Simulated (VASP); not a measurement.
Band structure of YTl (space group Pm-3m). Method: PBEsol GGA with spin-orbit coupling, VASP's PBE PAW potentials (set 64) (plane waves; VASP).

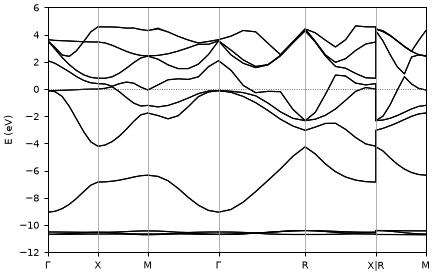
Figure. Bands along high-symmetry lines, zero at the valence-band maximum or, without a gap, the Fermi level

Question: Read the plot: is there a gap, and where are the band edges?

Answer: It has no gap at this level: it comes out as a metal or semimetal.

The structure comes from a measured YTl entry (Pm-3m) of the Crystallography Open Database, whose conditions weren't checked. It was relaxed first.
